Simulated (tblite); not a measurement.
# Frequency calculation of CO (charge +1)

The run: frequency calculation of CO, charge +1, multiplicity 2. Method and program: GFN2-xTB harmonic vibrations, gas phase (tblite 0.8.0).

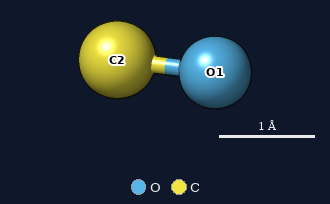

*The input geometry (ball-and-stick view, seen at a tilt; atoms are numbered from 1 in the order of the input).*

Input:
```
{"job": {"kind": "ir", "xc": "GFN2-xTB", "basis": "xTB"}, "charge": 1, "multiplicity": 2}
O     -0.664975     1.088604     0.002724
C     -0.431890     0.034240    -0.031101
```

The first line tells a small driver script what to run in tblite; the rest is the geometry in Å.

Machine: 1 CPU thread, shared host.

Launch command:
```bash
OMP_NUM_THREADS=1 python <driver script> task.json out
```

Output:
```
mode    cm-1     km/mol
  1    2483.1     51.10
ZPE 14.852  H(298)-E 23.529  G(298)-E -36.889 kJ/mol  S 202.64 J/(mol K)
```

Key numbers:

| quantity | value |
| --- | --- |
| outcome | converged |
| total energy | −148.1211 eV |
| zero-point energy | 3.5500 kcal/mol |
| peak memory | 0.35 GiB |
